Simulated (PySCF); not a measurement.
# C3H8GeO: the cost of one run

The runs use PySCF 2.14.0, with density-fitted response routines of our own; the level of theory stands in each step. All values are computed, except where a source is named. Atoms count from 0, in the outputs and in this text.

### Step 1. Starting geometry

13 atoms, charge 0, multiplicity 1; geometry from: PBE0-D3(BJ)/def2-SVP.

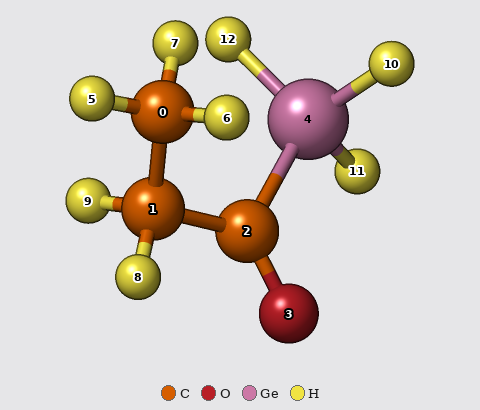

The starting geometry (carbon orange, oxygen red, germanium pink, hydrogen yellow), atoms numbered.

### Step 2. Core-electron binding energies: SCAN, X2C

What the job is given:

```
{"job": {"kind": "xps"}, "charge": 0, "multiplicity": 1}
C      1.497509     0.723072     0.340969
C      0.894608    -0.324554    -0.585622
C     -0.313110     0.168682    -1.348096
O     -0.424352     0.050933    -2.541974
Ge    -1.813245     1.082482    -0.354726
H      2.364791     0.313578     0.878387
H      1.837868     1.606188    -0.220907
H      0.776120     1.064696     1.100440
H      1.623397    -0.687860    -1.327420
H      0.559562    -1.197468     0.004822
H     -1.552444     2.600092    -0.366151
H     -3.111023     0.779307    -1.115303
H     -1.932428     0.617826     1.111475
```

Method: delta-SCF UKS SCAN, pcX-2 on the ionised atom, pcseg-1 elsewhere, spin-free X2C.

The run is started by

```sh
> OMP_NUM_THREADS=1 python probes_run.py task.json out
```

One launch serves the whole session: the jobs run in the order shown.

Q: Estimate the wall time and peak memory of this first job on 1 thread of Arm Neoverse V1, shared host.

About 33 s, with a peak of 0.55 GiB.
